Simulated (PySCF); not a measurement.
**AlH3O (SMILES [H][Al]([H])[OH]): PBE0/STO-3G**

Aim: the vertical singlet–triplet gap of AlH3O at PBE0/STO-3G, from 2 runs. Input form: a Python script.

The calculation is run with PySCF 2.14.0.

14 further runs of the same task are left out: 2 that didn't finish, 12 set aside as unsound or not needed.

## (1) The system as given

The species is AlH3O (5 atoms), meant as a singlet with charge 0. As SMILES, `[H][Al]([H])[OH]`. Geometry: a GFN2-xTB relaxation, a rough one for these elements and not checked as a minimum.

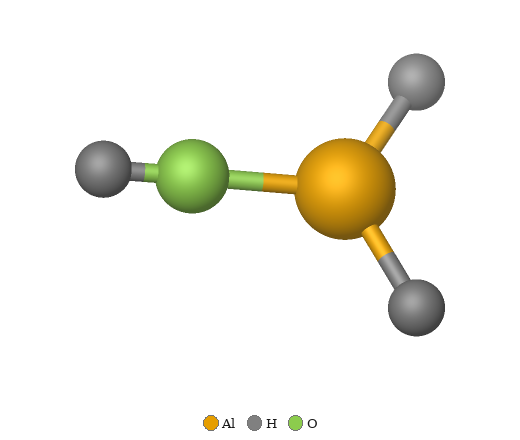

The structure, seen from a chosen angle (aluminium amber, hydrogen grey, oxygen green).

## (2) A single-point energy at PBE0/STO-3G

Contents of job.py:

```python
# AlH2(OH)
from pyscf import gto, dft

mol = gto.M(
    atom=[
    ('Al', (0.271770, 0.451120, -0.109270)),
    ('H', (1.798980, 0.417230, -0.221380)),
    ('H', (-0.481020, 1.769010, -0.311810)),
    ('O', (-0.555450, -0.920030, 0.226660)),
    ('H', (-1.034280, -1.717330, 0.415800)),
],
    verbose=3,
    max_memory=1860,
    spin=0,
    basis='sto-3g',
)

mf = dft.RKS(mol, xc='pbe0')
mf.conv_tol = 1e-10
mf.grids.level = 5
mf.kernel()
if not mf.converged:
    mf = mf.newton().run(mf.mo_coeff, mf.mo_occ)

e_final = mf.e_tot
print('E(%s) = %.9f' % ('PBE0', e_final))
```

Launch:

```bash
OMP_NUM_THREADS=1 python job.py
```

Output:

```text
converged SCF energy = -315.263991423473
E(PBE0) = -315.263991423
```

Run time: 2.4 s. Hardware: 1 thread of Arm Neoverse V1, shared host; peak memory 0.19 GiB.

## (3) The triplet, same level

Contents of input.py:

```python
from pyscf import gto, dft

mol = gto.M(
    atom='''
Al     0.513571     0.852493    -0.206490
H      3.399580     0.788450    -0.418348
H     -0.908996     3.342944    -0.589236
O     -1.049648    -1.738605     0.428325
H     -1.954506    -3.245283     0.785748
''',
    max_memory=1860,
    unit='bohr',
    basis='sto-3g',
    charge=0,
    spin=2,
    verbose=3,
)

mf = dft.UKS(mol, xc='pbe0')
mf.grids.level = 5
mf.conv_tol = 1e-10
mf.kernel()
if not mf.converged:
    mf = mf.newton().run(mf.mo_coeff, mf.mo_occ)

etot = mf.e_tot
print(f'total energy: {etot:.8f} hartree')
```

Launch:

```bash
OMP_NUM_THREADS=1 python input.py
```

Output:

```text
WARN: HOMO 0.0768485007868652 >= LUMO -0.320973509007201

WARN: HOMO 0.228859396525679 >= LUMO 0.148730426384112

WARN: HOMO 0.147724491274191 >= LUMO -0.0574467864142465

WARN: HOMO 0.134485197501217 >= LUMO -0.0691342186543189

WARN: HOMO 0.137672367998711 >= LUMO -0.0712883668652027

WARN: HOMO 0.135816259959512 >= LUMO -0.0719860299427985

WARN: HOMO 0.135682363509987 >= LUMO -0.0719544805004739

WARN: HOMO 0.135733229042869 >= LUMO -0.0720358058981733

WARN: HOMO 0.135727729610723 >= LUMO -0.0720426501121595

WARN: HOMO 0.13572885828673 >= LUMO -0.0720473350169243

WARN: HOMO 0.135728443461795 >= LUMO -0.0720462723042919

WARN: HOMO 0.135728378408969 >= LUMO -0.0720461762766131

WARN: HOMO 0.135728301980175 >= LUMO -0.0720458839361175

converged SCF energy = -315.000460184759  <S^2> = 2.0018783  2S+1 = 3.001252
total energy: -315.00046018 hartree
```

Wall time 4.2 s (1 thread of Arm Neoverse V1, shared host); peak memory 0.2 GiB.

## (4) Results

Level: PBE0/STO-3G.

```
                                        quantity          value
                           singlet: total energy  -315.26399 Eh
                          singlet: dipole moment         1.29 D
                            singlet: HOMO energy       -3.21 eV
                            singlet: LUMO energy        5.69 eV
                          singlet: HOMO–LUMO gap        8.90 eV
                           triplet: total energy  -315.00046 Eh
                          triplet: dipole moment         3.25 D
                                   triplet: ⟨S²⟩          2.002
vertical energy of the triplet above the singlet       7.171 eV
```

At this shape the triplet lies 7.17 eV (692 kJ/mol) above the singlet. In a minimal basis such a difference can be off by several eV, whatever the method. Mulliken charges (singlet) run from -0.53 on O4 to +0.82 on Al1; they depend strongly on the basis.
